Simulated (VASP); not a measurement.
Energy against volume of NaF (rock salt). Level of theory: vdW-DF2, VASP's PBE PAW potentials (set 64) (plane waves; VASP).

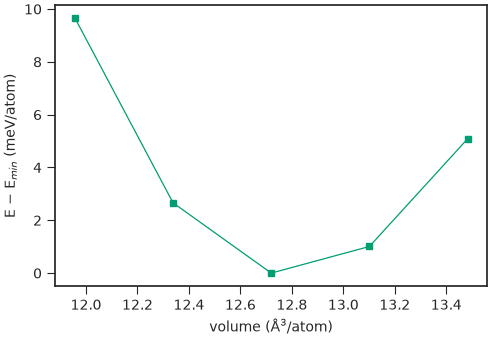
Figure: Energy against volume

Task: Estimate the equilibrium volume and the bulk modulus.

Result: The minimum lies near 12.8 Å³/atom, and the curvature gives B0 of about 50 GPa.

The compound is NaF in the rock salt structure. It was relaxed first.
